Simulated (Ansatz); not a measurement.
## Electronic structure of Br2H2O2Si (SMILES O[Si](O)(Br)Br) in real space

Input

```
crystal:
  periodic: [false, false, false]
  atoms:
    - {symbol: O, position_ang: [-0.809160, 0.257376, 1.134909]}
    - {symbol: Si, position_ang: [-0.037043, -0.070709, -0.254486]}
    - {symbol: O, position_ang: [1.120800, -1.161771, 0.030688]}
    - {symbol: Br, position_ang: [-1.368742, -0.955414, -1.755395]}
    - {symbol: Br, position_ang: [0.795523, 1.813601, -1.066679]}
    - {symbol: H, position_ang: [-1.407458, 1.006675, 1.155173]}
    - {symbol: H, position_ang: [1.767380, -0.957757, 0.710291]}
basis:
  gaussian: {orbitals: def2-TZVPP}
hamiltonian: {xc: pbe0, dispersion: d4}
output: {orbitals: {seedname: orbitals}}
```

Command:

```sh
ansatz run in.yaml --threads 4 --pin off --events-out ev --progress --plain --max-ram 10444MiB
```

Geometry: PBE0-D4/def2-TZVP.

The calculation used RKS PBE0-D4/def2-TZVPP in Ansatz.

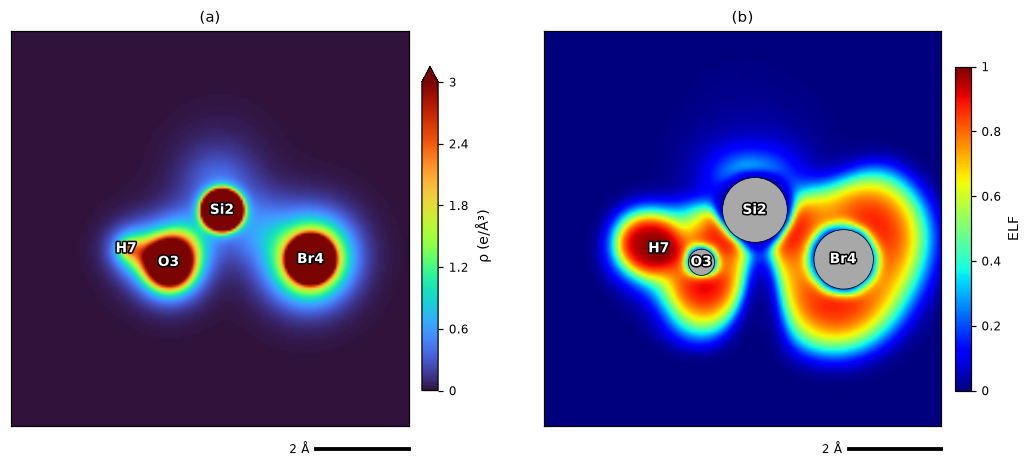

Figure 1. (a) total electron density; (b) electron localisation function on the plane of atoms O3, Si2 and Br4. Grey discs cover the atomic cores in the ELF map.

Interpret the plot.

- The section cuts through Si, O, Br and H sites.
- Si–O (1.62 Å): the density is about 1.3 e/Å³ at the midpoint; the ELF peaks at about 0.85 between the atoms (a short, strongly polar bond).
- Si–Br (2.19 Å): ρ is about 0.84 e/Å³ halfway; the ELF peaks at about 0.85 between the atoms; a polar covalent bond.
- O–H (0.96 Å): the density is about 3.8 e/Å³ at the midpoint; the ELF climbs to about 1 towards the hydrogen, as it does in any bond to H (an ordinary covalent bond to hydrogen).
- The ELF also peaks beside Br4 and O3, away from the bonds: lone-pair regions.

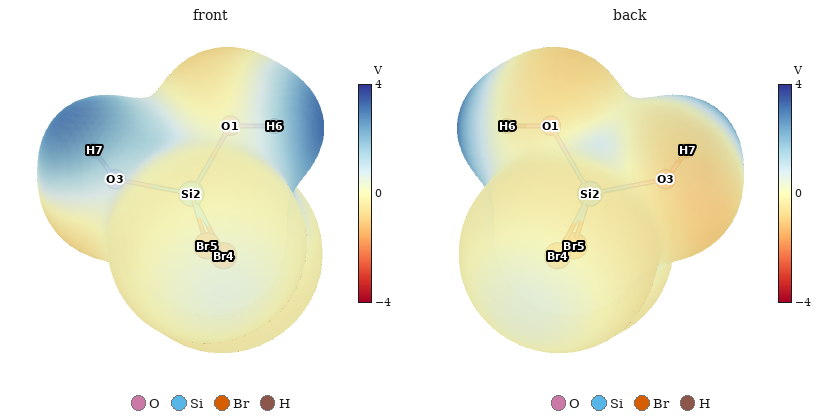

Figure 2. The molecular electrostatic potential painted on the density surface at 0.002 e/bohr³, seen from the front and from behind; red is negative and blue positive.

Where is the surface potential most negative and most positive?

The most negative region (about −1.1 V) lies over O3, the most positive (about +3.1 V) over H6 and H7. Br4 shows a σ-hole: about +0.5 V at the tip opposite its bond, against about −0.3 V on its flanks. Br5 shows a σ-hole: about +0.5 V at the tip opposite its bond, against about −0.2 V on its flanks. O3 is the likeliest acceptor of a hydrogen bond.

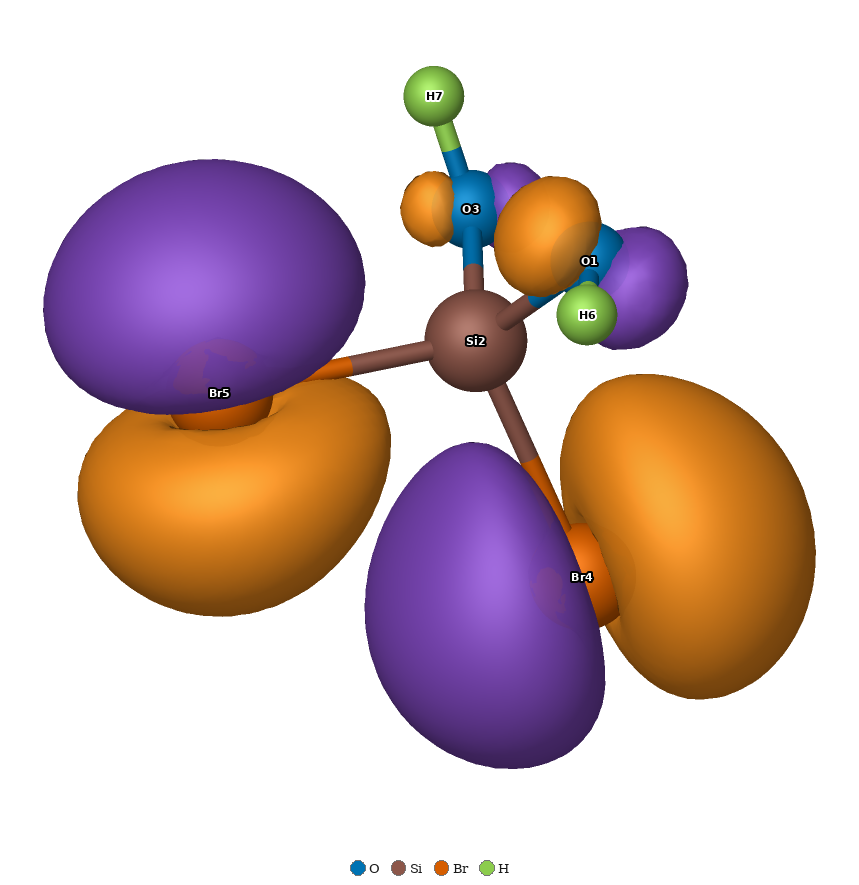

Figure 3. The HOMO at ±0.08 Å⁻³ᐟ² (orange and purple are the two phases), seen at an oblique angle.

What is the character of this orbital?

Its weight (Hirshfeld) is mainly on Br4 (about 50 %) and Br5 (about 45 %); largely a combination of lone pairs on Br4 and Br5. Its energy is −8.44 eV.

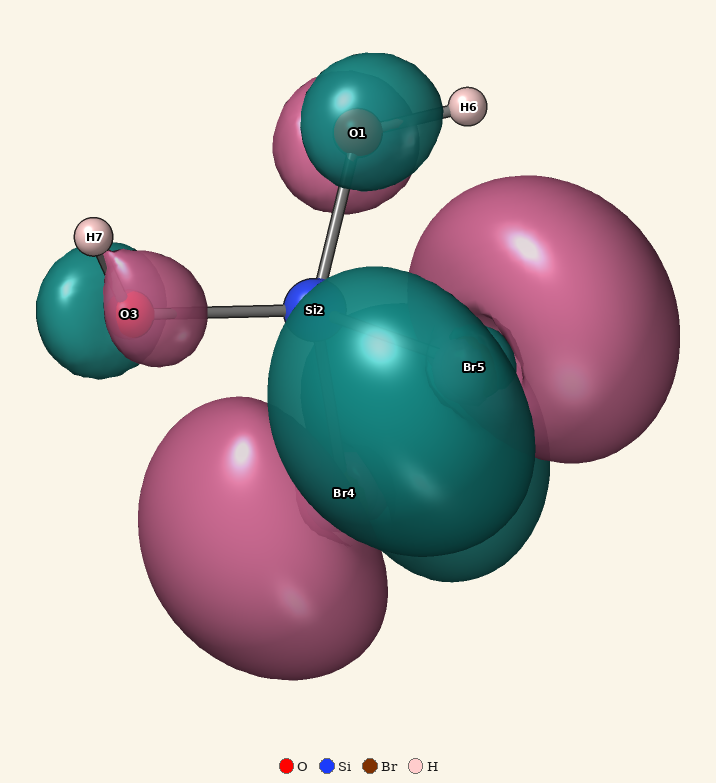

Figure 4. The HOMO−1 at ±0.08 Å⁻³ᐟ² (teal and pink are the two phases), seen at a tilt.

What is the character of this orbital?

It lies mainly on Br5 (about 45 %) and Br4 (about 40 %); largely a combination of lone pairs on Br5 and Br4. Its energy is −8.67 eV.
